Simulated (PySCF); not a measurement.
## Electronic structure of BrF$_{4}$Si (charge −1) in real space

The calculation's input:

```
{"job": {"kind": "inter", "xc": "wB97M-D3(BJ)", "basis": "def2-SVPD", "pairs": false}, "charge": -1, "multiplicity": 1, "parts": [{"atoms": "0-4", "charge": 0, "multiplicity": 1}, {"atoms": "5-5", "charge": -1, "multiplicity": 1}]}
F      1.280752    -0.209278     1.159089
Si     0.149206    -0.489417     0.006205
F     -1.379098    -0.899295     0.435167
F     -0.251836     1.137081    -0.068643
F      0.581920    -0.510116    -1.574804
Br     0.733476    -2.849570     0.122632
```

Command:

```sh
OMP_NUM_THREADS=1 python cluster_run.py task.json out
```

Geometry: PBE0-D3(BJ)/def2-SVPD.

The calculation used PySCF 2.14.0, wB97M-D3(BJ)/def2-SVPD, SCF density, gas phase.

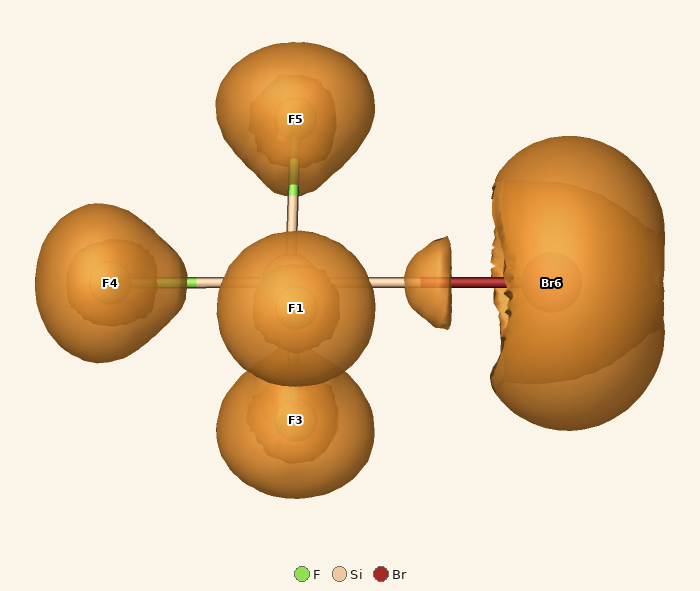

Figure 1. Isosurface of the ELF at 0.8 (orange), seen from one side. Core shells and regions of very low density are left out.

Where are the electrons localised?

Answer. At this value the surface marks out one region between bonded Br–Si atoms (shared pairs), one ring or bowl of non-bonding electrons around Br and four regions wrapped around F (its lone pairs, merged into a ring or cap). Along the contacts the grid gives the following. Si–F (1.64 Å): the ELF peaks at about 0.85 in the valence shell of F, 0.5 Å from its nucleus, and is about 0.55 at the midpoint. Si–Br (2.43 Å): the ELF peaks at about 0.85 between the atoms (a polar covalent bond).

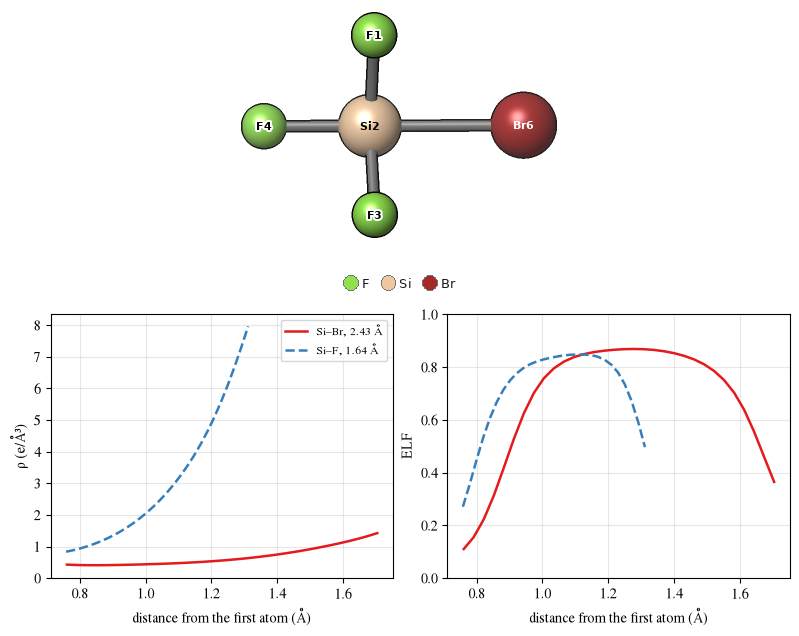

Figure 2. Total electron density and electron localisation function along straight lines between neighbouring atoms. The curves leave out the atomic cores. The structure is drawn too.

What can be read from the curves?

Answer. Si–Br (2.43 Å): ρ at the midpoint is about 0.55 e/Å³, with its minimum of 0.41 e/Å³ about 0.9 Å from Si; the ELF peaks at about 0.85 between the atoms: a shared but strongly polarised pair.
Si–F (1.64 Å): ρ at the midpoint is about 1 e/Å³; the ELF peaks at about 0.85 in the valence shell of F, 0.5 Å from its nucleus, and is about 0.55 at the midpoint.
